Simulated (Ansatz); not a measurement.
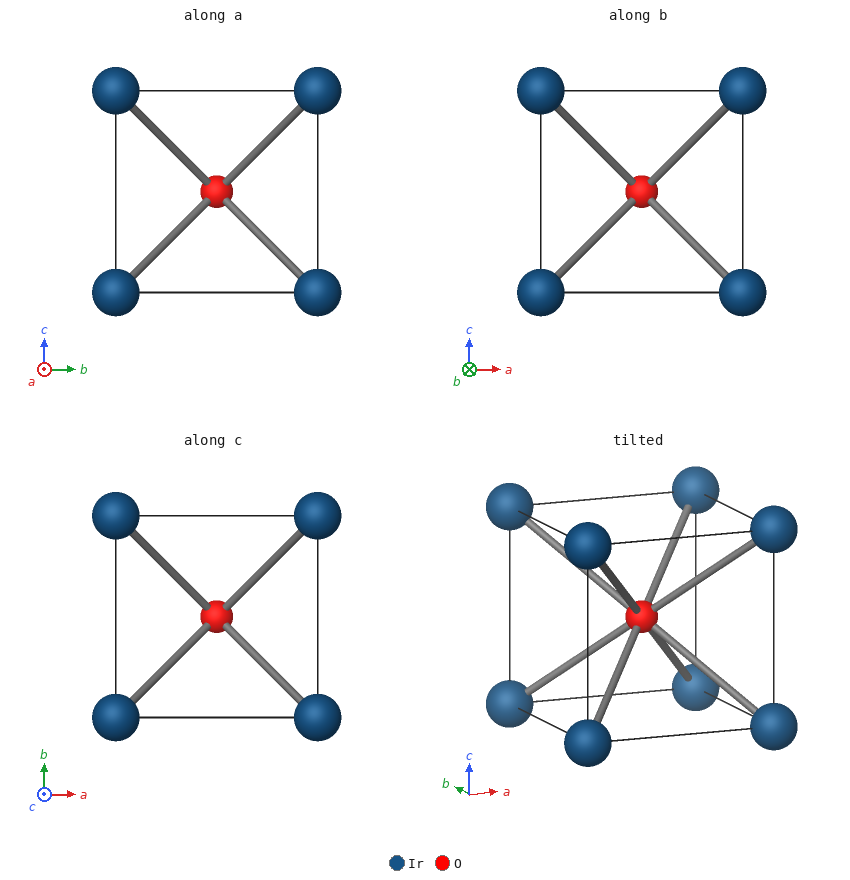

Ball-and-stick drawing of the structure, looking along the a axis, along the b axis, along the c axis and slightly off an axis. The outline marks the conventional unit cell.

Lattice parameters: a = 2.7858 Å, b = 2.7858 Å, c = 2.7858 Å, α = 90.000°, β = 90.000°, γ = 90.000°.

From the views, write a CIF with its space group and independent sites.

Answer.
```cif
data_structure
_symmetry_space_group_name_H-M 'P m -3 m'
_symmetry_Int_Tables_number 221
_cell_length_a 2.7858
_cell_length_b 2.7858
_cell_length_c 2.7858
_cell_angle_alpha 90.000
_cell_angle_beta 90.000
_cell_angle_gamma 90.000
_cell_volume 21.62
loop_
_atom_site_label
_atom_site_type_symbol
_atom_site_symmetry_multiplicity
_atom_site_Wyckoff_symbol
_atom_site_fract_x
_atom_site_fract_y
_atom_site_fract_z
_atom_site_occupancy
Ir1 Ir 1 a 0.0000 0.0000 0.0000 1
O1 O 1 b 0.5000 0.5000 0.5000 1
```

It goes back to a structure type filled with these elements by a generator (whether the compound takes this form wasn't checked). Earlier steps of the study, as a rule a relaxation of our own, may have changed the cell and positions, so they can lie some per cent off the listed ones. A calculation with Ansatz used it as input.
